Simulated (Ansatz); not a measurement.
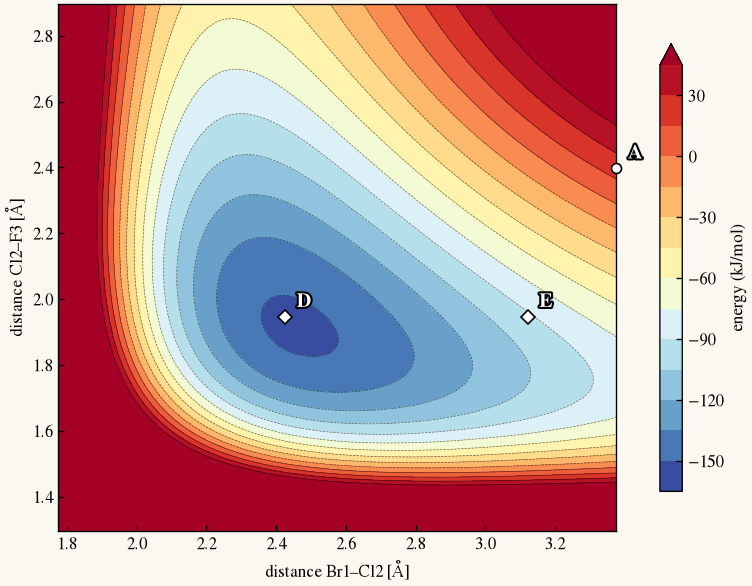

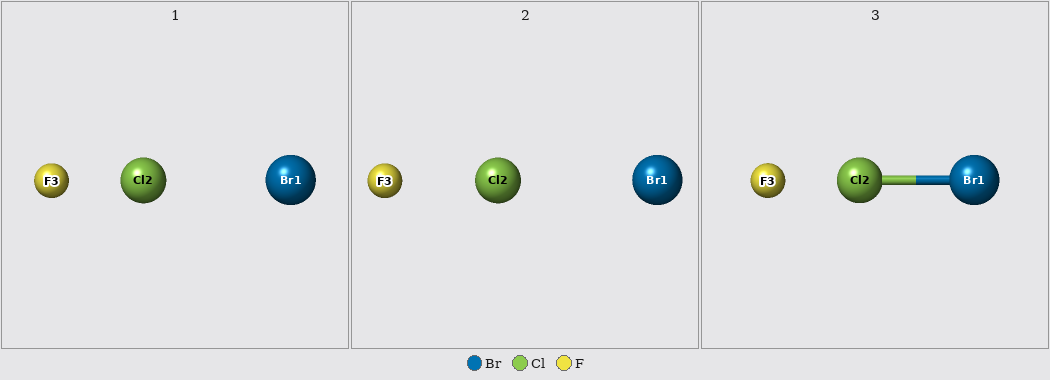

The system Br⁻ + ClF. First axis: distance Br1–Cl2. Second axis: distance Cl2–F3. Nothing is relaxed (the angle Br1–Cl2–F3 is fixed at 180 degrees). The grid has 17 × 17 points. Points are written as (first, second). All energies are given in kJ/mol relative to Br with charge -1 far from the relaxed ClF (each part in its own basis). The reference is spin-restricted, so regions where a bond is pulled apart into radicals lie too high. Theory: RKS PBE0-D4/def2-SVPD (Ansatz).

The picture shows filled contours, one colour for all values above the top of the scale, lettered points. Between grid points the surface is interpolated. The numbered pictures are the structures at these points, in random order.

Which structure belongs to which point?

Answer. A is structure 2: (3.376 Å, 2.397 Å), 21 kJ/mol; D is structure 3: (2.426 Å, 1.946 Å), −153 kJ/mol; E is structure 1: (3.121 Å, 1.946 Å), −92 kJ/mol.
